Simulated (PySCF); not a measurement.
```
atom    x (Å)    y (Å)    z (Å)
   C   3.0789  -0.1878  -0.6357
   C   1.6516  -0.1000  -0.5031
   C   0.4474  -0.0339  -0.4178
   C  -0.9210   0.0513  -0.2274
   C  -2.0287  -0.0183  -1.0282
   C  -2.9787   0.1777   0.0821
   O  -4.1671   0.2439   0.2062
   C  -1.7496   0.2593   1.0176
   O  -1.5191   0.4094   2.1771
   H   3.4307   0.5664  -1.3396
   H   3.3523  -1.1722  -1.0160
   H   3.5572  -0.0305   0.3305
   H  -2.1583  -0.1649  -2.0845
```

Geometry: GFN2-xTB.

All numbers below come from PySCF 2.14.0, PBE0/def2-SVPD, SCF density, gas phase.

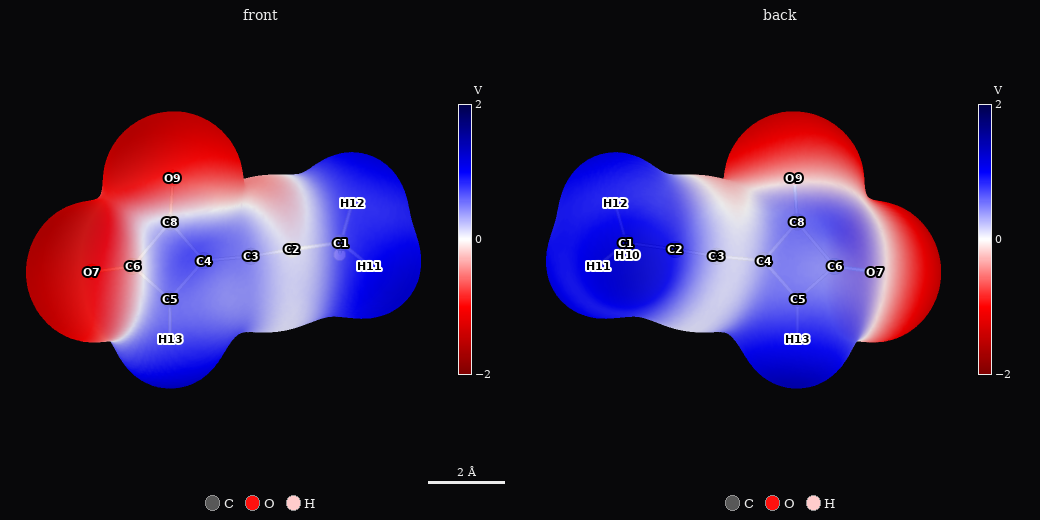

C7H4O2 (SMILES CC#Cc1cc(=O)c1=O). The electrostatic potential painted on the density surface at 0.001 e/bohr³, seen from the front and from behind; red is negative and blue positive.

Question: Describe the electrostatic potential map.

Answer: The most negative region (about −1.6 V, or −37 kcal/mol for a unit charge) lies over O7, the most positive (about +1.4 V, or +32 kcal/mol for a unit charge) over H13. O7 is the likeliest acceptor of a hydrogen bond.

Question: What dipole moment does the calculation give?

Answer: Its dipole moment is 6.76 D.
